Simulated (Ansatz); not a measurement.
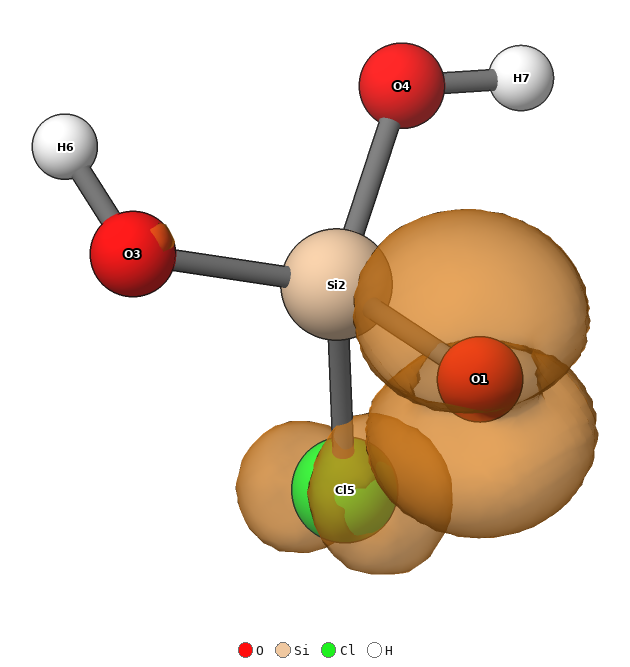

ClH₂O₃Si (doublet). Isosurfaces of the spin density at +0.03 (orange) and −0.03 e/Å³ (purple), seen at a tilt.

Geometry: PBE0-D4/def2-TZVP.

Level of theory: UKS PBE0-D4/def2-TZVPP in Ansatz 0.2.0.

```xyz
7

O    -1.6828   -0.8736    0.1994
Si   -0.2814   -0.0125    0.1333
O     0.6453   -0.2788    1.4283
O     0.6429   -0.2956   -1.1706
Cl   -1.1105    1.8505    0.1036
H     1.5955   -0.2769    1.2991
H     0.2521   -0.1812   -2.0387
```

Q: Where is the unpaired spin?

A: The unpaired spin (1 electron) lies mostly on O1 (about 0.9) and Cl5 (about 0.1), in electrons by Hirshfeld's partition.
